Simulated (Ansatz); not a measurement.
System: C₅H₃FO₂S.

Input file:

```
crystal:
  periodic: [false, false, false]
  atoms:
    - {symbol: C, position_ang: [-0.438257, 0.940281, 1.745181]}
    - {symbol: C, position_ang: [-0.594967, -1.283383, 1.550590]}
    - {symbol: C, position_ang: [-0.058401, -0.771234, 0.288645]}
    - {symbol: C, position_ang: [0.040989, 0.564719, 0.391872]}
    - {symbol: C, position_ang: [0.521156, 1.564702, -0.590300]}
    - {symbol: F, position_ang: [0.902372, 0.957412, -1.748813]}
    - {symbol: O, position_ang: [-0.522301, 2.012328, 2.255862]}
    - {symbol: O, position_ang: [-0.804602, -0.227245, 2.384620]}
    - {symbol: S, position_ang: [-0.912247, -2.812431, 1.963948]}
    - {symbol: H, position_ang: [0.198531, -1.408550, -0.554943]}
    - {symbol: H, position_ang: [-0.279125, 2.297609, -0.799225]}
    - {symbol: H, position_ang: [1.372938, 2.126430, -0.165847]}
basis:
  gaussian: {orbitals: def2-SVPD}
hamiltonian: {xc: pbe0}
output: {forces: true, orbitals: {seedname: orbitals}}
```

Launched as:

```sh
ansatz run input.yaml --threads 4 --pin off --max-ram 7830MiB --events-out events.jsonl --progress --plain --runs-dir runs
```

Geometry: PBE0-D3(BJ)/def2-SVP.

These are results of isolated molecule in a Gaussian basis; Kohn-Sham density functional theory, functional PBE0 in Ansatz 0.2.0, not measurements.

**What can the converged electron density and electron localisation function tell about the bonding?**

C–O (1.19 Å): ρ at the midpoint is about 3.5 e/Å³; the ELF peaks at about 0.85 between the atoms; a multiple bond.
C–C (1.34 Å): the density is about 2.3 e/Å³ at the midpoint; the ELF peaks at about 0.95 between the atoms: a short, multiple covalent bond.
C–F (1.36 Å): ρ at the midpoint is about 2.2 e/Å³, with its minimum of 1.7 e/Å³ about 0.5 Å from C; the ELF peaks at about 0.85 between the atoms, as expected for a polar covalent bond.
C–S (1.62 Å): the density is about 1.7 e/Å³ at the midpoint; the ELF peaks at about 0.90 between the atoms; a covalent bond.

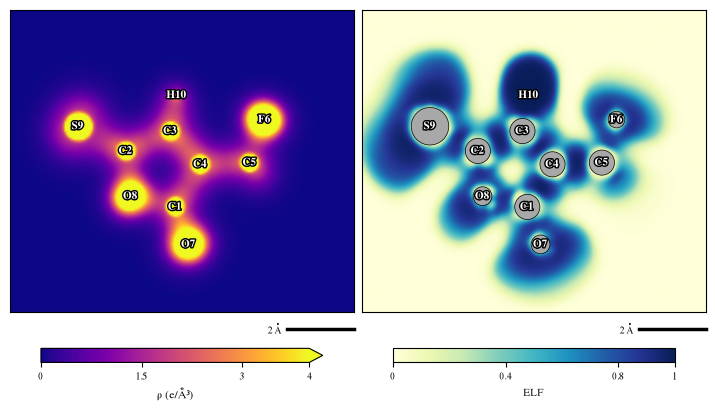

Computed electron density and electron localisation function on the plane of atoms C4, C3 and H10, in this order. Grey discs cover the atomic cores in the ELF map. 
